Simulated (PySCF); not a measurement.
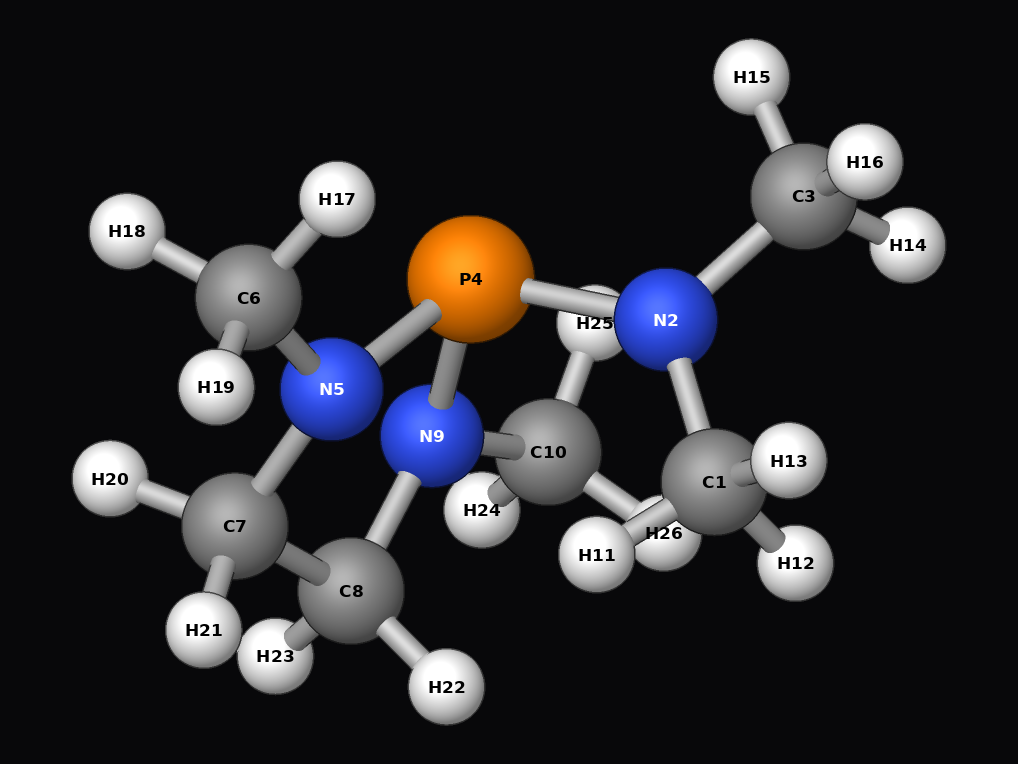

Computed geometry: PBE0-D3(BJ)/def2-SVP optimisation. No frequency run is at hand to confirm it as a minimum. Level of theory: GIAO PBE0/pcSseg-1 NMR shielding, non-relativistic, gas phase (PySCF 2.14.0). Principal shieldings σ11 ≤ σ22 ≤ σ33, span Ω = σ33 − σ11, skew κ = 3(σiso − σ22)/Ω.

Give the shielding tensors of the P atoms.

```json
{"atom": "P4", "σ11": "114.8", "σ22": "163.2", "σ33": "328.9", "σiso": "202.3", "Ω": "214.1", "κ": "0.55"}
```

Shieldings and span in ppm.
